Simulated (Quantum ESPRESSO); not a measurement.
# Beryllium (P6_3/mmc): zone-centre phonons

Aim: the zone-centre modes of Beryllium (P6_3/mmc).

Method: DFT LDA, scalar-relativistic, plane waves, PseudoDojo norm-conserving pseudopotentials, in Quantum ESPRESSO 7.5.

**Measured values to reproduce.**

“D retention and material defects probed using Raman microscopy in JET limiter samples and beryllium-based synthesized samples” (2021, arxiv:2109.15077) quotes from earlier work for Be, hexagonal close-packed (crystalline beryllium, reference value from earlier work): Raman mode (E2g) 455 cm⁻¹ [literature value quoted in the methods section; measurement temperature and sample not …].

## Step 1: Set-up

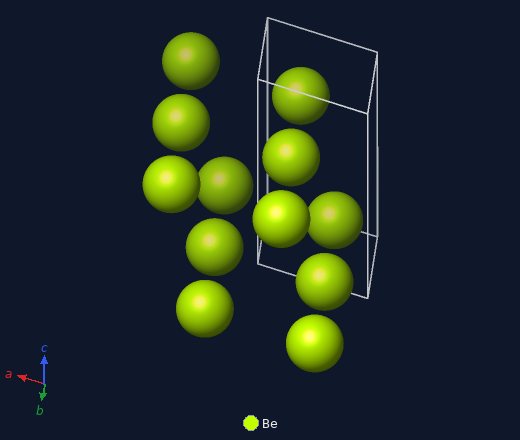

Start, viewed from a free direction; beryllium green. 2×3×1 cells are drawn.

## Step 2: A probe with smearing

Before anything dear is run, a loose run with smearing shows whether this is a metal and how far the cell is from rest.

Contents of probe.in:

```
&control
   calculation = 'scf'
   prefix = 'x'
   outdir = './tmp'
   pseudo_dir = './pseudo'
   tprnfor = .true.
   tstress = .true.
   verbosity = 'high'
/
&system
   ibrav = 0
   nat = 2
   ntyp = 1
   ecutwfc = 88.0
   occupations = 'smearing'
   smearing = 'gaussian'
   degauss = 0.01
/
&electrons
   conv_thr = 1.0d-07
   mixing_beta = 0.7
   electron_maxstep = 100
/
ATOMIC_SPECIES
 Be      9.0122  Be.upf
CELL_PARAMETERS angstrom
     2.285300000    0.000000000    0.000000000
    -1.142650000    1.979127855    0.000000000
     0.000000000    0.000000000    3.584200000
ATOMIC_POSITIONS crystal
 Be     0.333333333   0.666666667   0.250000000
 Be     0.666666667   0.333333333   0.750000000
K_POINTS automatic
 9 9 6 0 0 0
```

The run is started by

```
$ OMP_NUM_THREADS=1 mpirun -n 4 pw.x -nk 4 -in probe.in > probe.out
```

The program printed:

```text
[banners, grids, parts of the stress and lines that vanish by symmetry left out]
Program PWSCF v.7.5
     Message from routine setup:
     using ibrav=0 with symmetry is DISCOURAGED, use correct ibrav instead
[...]
kinetic-energy cutoff     =      88.0000  Ry
     charge density cutoff     =     352.0000  Ry
     scf convergence threshold =      1.0E-07
[...]
Exchange-correlation= SLA  PW   NOGX NOGC
                           (   1   4   0   0   0   0   0)
[...]
24 Sym. Ops., with inversion, found (12 have fractional translation)
[...]
(     0          1          0      )
                  (     0          0          1      )
[...]
(  0.0000000  1.0000000  0.0000000 )
                  (  0.0000000  0.0000000  1.0000000 )
[...]
(     0         -1          0      )       (  0.0000000 )
[...]
(  0.0000000  0.0000000  1.0000000 )
[...]
(    -1          0          0      )
                  (     0          0          1      )
[...]
( -0.8660254 -0.5000000  0.0000000 )
                  (  0.0000000  0.0000000  1.0000000 )
[...]
number of k points=    48  Gaussian smearing, width (Ry)=  0.0100
[...]
End of self-consistent calculation
[...]
the Fermi energy is     8.0421 ev
!    total energy              =     -55.31912760 Ry
[...]
convergence has been achieved in   4 iterations
[...]
atom    1 type  1   force =    -0.00000000   -0.00000000    0.00000000
     atom    2 type  1   force =     0.00000000    0.00000000    0.00000000
[...]
Total force =     0.000000     Total SCF correction =     0.000000
[...]
total   stress  (Ry/bohr**3)                   (kbar)     P=      -81.67
[...]
XML data file, charge density, pseudopotentials, collected wavefunctions

   JOB DONE.
```

The job ended after 12 s (4 MPI ranks of Intel Xeon at 2.50GHz (Skylake/Cascade Lake), shared host).

Numbers from this step:

```
volume per atom   : 8.105 Å³
pressure          : -8.167 GPa
gap on the k-mesh : 0 eV
```

No gap opens on this mesh, so smearing is kept; the start stands at -8.2 GPa.

## Step 3: Relaxation

The relaxation runs at a cutoff a fifth above that of the response, since stress converges more slowly with the basis than frequencies do. Forces and stress are brought to rest with tight thresholds.

Contents of relax.in:

```
&control
   calculation = 'vc-relax'
   prefix = 'x'
   outdir = './tmp'
   pseudo_dir = './pseudo'
   tprnfor = .true.
   tstress = .true.
   forc_conv_thr = 2.0d-05
   etot_conv_thr = 1.0d-07
   nstep = 40
/
&system
   ibrav = 0
   nat = 2
   ntyp = 1
   ecutwfc = 106
   occupations = 'smearing'
   smearing = 'mv'
   degauss = 0.02
/
&electrons
   conv_thr = 1.0d-11
   mixing_beta = 0.7
   electron_maxstep = 100
/
&ions
/
&cell
   press_conv_thr = 0.2
/
ATOMIC_SPECIES
 Be      9.0122  Be.upf
CELL_PARAMETERS angstrom
     2.285300000    0.000000000    0.000000000
    -1.142650000    1.979127855    0.000000000
     0.000000000    0.000000000    3.584200000
ATOMIC_POSITIONS crystal
 Be     0.333333333   0.666666667   0.250000000
 Be     0.666666667   0.333333333   0.750000000
K_POINTS automatic
 18 18 10 0 0 0
```

The run is started by

```
$ OMP_NUM_THREADS=1 mpirun -n 4 pw.x -nk 4 -in relax.in > relax.out
```

The program printed:

```text
[banners, grids, parts of the stress and lines that vanish by symmetry left out]
[banner, memory and clock lines left out]
Program PWSCF v.7.5

[...]
kinetic-energy cutoff     =     106.0000  Ry
     charge density cutoff     =     424.0000  Ry
     scf convergence threshold =      1.0E-11
[...]
energy convergence thresh.=      1.0E-07
     force convergence thresh. =      2.0E-05
     press convergence thresh. =      2.0E-01
     Exchange-correlation= SLA  PW   NOGX NOGC
                           (   1   4   0   0   0   0   0)
[...]
24 Sym. Ops., with inversion, found (12 have fractional translation)
[...]
number of k points=   222  Marzari-Vanderbilt smearing, width (Ry)=  0.0200
[...]
End of self-consistent calculation
[...]
the Fermi energy is     8.4784 ev
!    total energy              =     -55.31765520 Ry
[...]
convergence has been achieved in   6 iterations
[...]
atom    1 type  1   force =     0.00000000    0.00000000    0.00000000
     atom    2 type  1   force =    -0.00000000   -0.00000000    0.00000000
     Total force =     0.000000     Total SCF correction =     0.000000
[...]
total   stress  (Ry/bohr**3)                   (kbar)     P=      -81.01
[...]
number of bfgs steps    =   0
[...]
CELL_PARAMETERS (angstrom)
[...]
ATOMIC_POSITIONS (crystal)
Be               0.3333333330        0.6666666670        0.2500000000
Be               0.6666666670        0.3333333330        0.7500000000
[...]
New effective cutoffs (rho, wfc):  435.95  109.22
[...]
End of self-consistent calculation
[...]
the Fermi energy is     8.8895 ev
!    total energy              =     -55.31946334 Ry
[...]
convergence has been achieved in   4 iterations
[...]
atom    1 type  1   force =     0.00000000    0.00000000    0.00000000
     atom    2 type  1   force =    -0.00000000   -0.00000000    0.00000000
     Total force =     0.000000     Total SCF correction =     0.000000
[...]
total   stress  (Ry/bohr**3)                   (kbar)     P=      -34.95
[...]
number of bfgs steps    =   1
[...]
CELL_PARAMETERS (angstrom)
[...]
ATOMIC_POSITIONS (crystal)
Be               0.3333333330        0.6666666670        0.2500000000
Be               0.6666666670        0.3333333330        0.7500000000
[...]
New effective cutoffs (rho, wfc):  446.26  111.88
[...]
End of self-consistent calculation
[...]
the Fermi energy is     9.2138 ev
!    total energy              =     -55.31984042 Ry
[...]
convergence has been achieved in   6 iterations
[...]
atom    1 type  1   force =     0.00000000    0.00000000    0.00000000
     atom    2 type  1   force =    -0.00000000   -0.00000000   -0.00000000
     Total force =     0.000000     Total SCF correction =     0.000000
[...]
total   stress  (Ry/bohr**3)                   (kbar)     P=        3.71
[...]
number of bfgs steps    =   2
[...]
CELL_PARAMETERS (angstrom)
[...]
ATOMIC_POSITIONS (crystal)
[...]
New effective cutoffs (rho, wfc):  445.60  111.72
[...]
End of self-consistent calculation
[...]
the Fermi energy is     9.1889 ev
!    total energy              =     -55.31984477 Ry
[...]
convergence has been achieved in   4 iterations
[...]
atom    1 type  1   force =     0.00000000    0.00000000    0.00000000
     atom    2 type  1   force =    -0.00000000   -0.00000000   -0.00000000
     Total force =     0.000000     Total SCF correction =     0.000000
[...]
total   stress  (Ry/bohr**3)                   (kbar)     P=        0.14
[...]
number of bfgs steps    =   3
[...]
CELL_PARAMETERS (angstrom)
[...]
ATOMIC_POSITIONS (crystal)
[...]
New effective cutoffs (rho, wfc):  445.66  111.75
[...]
End of self-consistent calculation
[...]
the Fermi energy is     9.1891 ev
!    total energy              =     -55.31984504 Ry
[...]
convergence has been achieved in   4 iterations
[...]
atom    1 type  1   force =     0.00000000    0.00000000    0.00000000
     atom    2 type  1   force =    -0.00000000   -0.00000000   -0.00000000
     Total force =     0.000000     Total SCF correction =     0.000000
[...]
total   stress  (Ry/bohr**3)                   (kbar)     P=       -0.07
[...]
number of bfgs steps    =   4
[...]
CELL_PARAMETERS (angstrom)
[...]
ATOMIC_POSITIONS (crystal)
[...]
New effective cutoffs (rho, wfc):  445.71  111.76
[...]
End of self-consistent calculation
[...]
the Fermi energy is     9.1902 ev
!    total energy              =     -55.31984506 Ry
[...]
convergence has been achieved in   3 iterations
[...]
atom    1 type  1   force =     0.00000000    0.00000000    0.00000000
     atom    2 type  1   force =    -0.00000000   -0.00000000   -0.00000000
     Total force =     0.000000     Total SCF correction =     0.000000
[...]
total   stress  (Ry/bohr**3)                   (kbar)     P=       -0.01
[...]
bfgs converged in   6 scf cycles and   5 bfgs steps
[...]
End of BFGS Geometry Optimization
     Final enthalpy           =     -55.3198450556 Ry
     File ./tmp/x.bfgs deleted, as requested
[...]
CELL_PARAMETERS (angstrom)
[...]
ATOMIC_POSITIONS (crystal)
Be               0.3333333330        0.6666666670        0.2500000000
Be               0.6666666670        0.3333333330        0.7500000000
[...]
Final scf calculation at the relaxed structure.
[...]
kinetic-energy cutoff     =     106.0000  Ry
     charge density cutoff     =     424.0000  Ry
     scf convergence threshold =      1.0E-13
[...]
press convergence thresh. =      2.0E-01
     Exchange-correlation= SLA  PW   NOGX NOGC
                           (   1   4   0   0   0   0   0)
[...]
24 Sym. Ops., with inversion, found (12 have fractional translation)
[...]
number of k points=   222  Marzari-Vanderbilt smearing, width (Ry)=  0.0200
[...]
c_bands:  1 eigenvalues not converged
     c_bands:  1 eigenvalues not converged
     c_bands:  1 eigenvalues not converged
     c_bands:  2 eigenvalues not converged
     c_bands:  1 eigenvalues not converged
     c_bands:  1 eigenvalues not converged
     c_bands:  1 eigenvalues not converged
[...]
End of self-consistent calculation
[...]
the Fermi energy is     9.1902 ev
!    total energy              =     -55.31983882 Ry
[...]
convergence has been achieved in   7 iterations
[...]
atom    1 type  1   force =    -0.00000000   -0.00000000   -0.00000000
     atom    2 type  1   force =     0.00000000    0.00000000    0.00000000
     Total force =     0.000000     Total SCF correction =     0.000000
[...]
total   stress  (Ry/bohr**3)                   (kbar)     P=       -0.02
[...]
XML data file, charge density, pseudopotentials, collected wavefunctions
```

It took 5.5 min on 4 MPI ranks.

Step by step:

```tsv
step	energy less that of the first step (eV)	largest force (eV/Å)	pressure (GPa)	volume (Å³)
1	0.0000	0.0000	-8.10	16.21
2	-0.0246	0.0000	-3.50	15.55
3	-0.0297	0.0000	0.37	15.07
4	-0.0298	0.0000	0.01	15.11
5	-0.0298	0.0000	-0.01	15.12
6	-0.0298	0.0000	0.00	15.12
7	-0.0297	0.0000	0.00	15.12
```

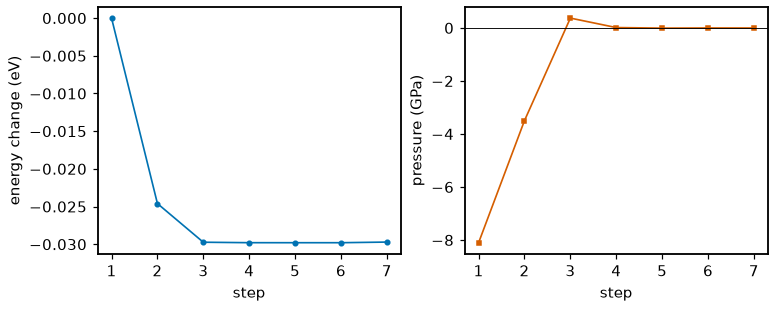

Energy and pressure along the relaxation.

```tsv
conventional cell, symmetrised	before	after	change
a (Å)	2.285	2.226	-2.6 %
b (Å)	2.285	2.226	-2.6 %
c (Å)	3.584	3.524	-1.7 %
volume (Å³/atom)	8.11	7.56	-6.8 %
```

The relaxed structure:

```xyz
2
Lattice="2.2255 0.0000 0.0000 -1.1128 1.9274 0.0000 0.0000 0.0000 3.5239" Properties=species:S:1:pos:R:3 pbc="T T T"
Be    0.0000    1.2849    0.8810
Be    1.1128    0.6425    2.6430
```

The last row of the table of steps is pw.x's closing run on a basis chosen anew for the final cell, so its energy can jump.

Read from the output:

- volume per atom: 7.558 Å³
- pressure: -0.001667 GPa

The volume changes by -6.8 % from the cell with which this run began.

## Step 4: Ground state

Perturbation theory inherits every error of the wavefunctions, so the threshold is set near the limit of the arithmetic. Smearing stays on, as the first look found no gap above 0.3 eV.

Contents of scf.in:

```
&control
   calculation = 'scf'
   prefix = 'x'
   outdir = './tmp'
   pseudo_dir = './pseudo'
   tprnfor = .true.
   tstress = .true.
/
&system
   ibrav = 0
   nat = 2
   ntyp = 1
   ecutwfc = 88.0
   occupations = 'smearing'
   smearing = 'mv'
   degauss = 0.02
/
&electrons
   conv_thr = 1.0d-12
   mixing_beta = 0.7
   electron_maxstep = 100
/
ATOMIC_SPECIES
 Be      9.0122  Be.upf
CELL_PARAMETERS angstrom
     2.225536820    0.000000000    0.000000000
    -1.112768410    1.927371423    0.000000000
     0.000000000    0.000000000    3.523936856
ATOMIC_POSITIONS crystal
 Be     0.333333333   0.666666667   0.250000000
 Be     0.666666667   0.333333333   0.750000000
K_POINTS automatic
 20 20 10 0 0 0
```

The run is started by

```
$ OMP_NUM_THREADS=1 mpirun -n 4 pw.x -nk 4 -in scf.in > scf.out
```

The program printed:

```text
[banners, grids, parts of the stress and lines that vanish by symmetry left out]
[banner, memory and clock lines left out]
Program PWSCF v.7.5

[...]
kinetic-energy cutoff     =      88.0000  Ry
     charge density cutoff     =     352.0000  Ry
     scf convergence threshold =      1.0E-12
[...]
Exchange-correlation= SLA  PW   NOGX NOGC
                           (   1   4   0   0   0   0   0)
[...]
24 Sym. Ops., with inversion, found (12 have fractional translation)
[...]
number of k points=   264  Marzari-Vanderbilt smearing, width (Ry)=  0.0200
[...]
End of self-consistent calculation
[...]
the Fermi energy is     8.9580 ev
!    total energy              =     -55.31984285 Ry
[...]
convergence has been achieved in   6 iterations
[...]
atom    1 type  1   force =     0.00000000    0.00000000    0.00000000
     atom    2 type  1   force =    -0.00000000   -0.00000000    0.00000000
     Total force =     0.000000     Total SCF correction =     0.000000
[...]
total   stress  (Ry/bohr**3)                   (kbar)     P=        0.15
[...]
XML data file, charge density, pseudopotentials, collected wavefunctions
```

Wall time 46 s (4 MPI ranks); 93 s of CPU time.

This step gave:

| Quantity | Value |
| --- | --- |
| pressure | 0.01467 GPa |

The cell stands at 0.015 GPa, close enough for phonons.

(Continued in part 2 of 2.)

[Host names and launcher messages were left out of these logs when they were recorded.]

[Logs are printed without paths, hosts, clocks, repeated set-up lines and the standing remarks that a program may print on its own settings, such as how far it seeks lower states.]

[Hosts, paths, dates, database ids (printed as entryN), source tags and the programs' standing remarks are cut or masked in the printed files.]
